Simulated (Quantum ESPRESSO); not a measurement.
# Voltage at the next charge: Mo(100), 5 layers against an electrode

Method. Quantum ESPRESSO 7.5, PBE, GBRV ultrasoft; ESM with bc3, a metal electrode 6.06 Å above the top atoms; cell area 9.922 Å²; ions fixed. V is the potential energy of an electron at the electrode over the slab's Fermi level, divided by e, so that it equals the work function at zero charge; positive charge removes electrons.

| charge (e a cell) | V (V) |
| --- | --- |
| 0 | 3.913 |
| 0.0149 | 4.979 |
| 0.0298 | 6.081 |

To predict: What is V at a charge of 0.0595 e, and what capacitance do the rows imply?

By hand: The last two rows give dV/dq = (6.081 − 4.979)/(0.0298 − 0.0149) = 74.0 V/e, so C = 1602/(9.922 × 74.0) = 2.18 µF/cm², an effective gap of 8.854/2.18 = 4.06 Å. At constant C, V = 6.081 + 74.0 × 0.0297 = 8.28 V.

**Check.** V = 8.372 V; the estimate misses by −0.09 V, 4.1 % of the step. Over the three intervals C goes 2.26, 2.18 and 2.09 µF/cm²: it falls as electrons leave, the surface charge drawing back towards the atoms.

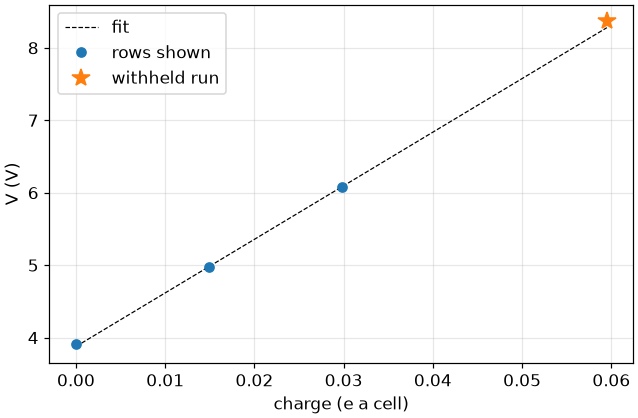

The rows shown, the fit and the withheld run.

Caveats: Vacuum fills the gap; a dielectric or electrolyte would change C. The slab is thin.
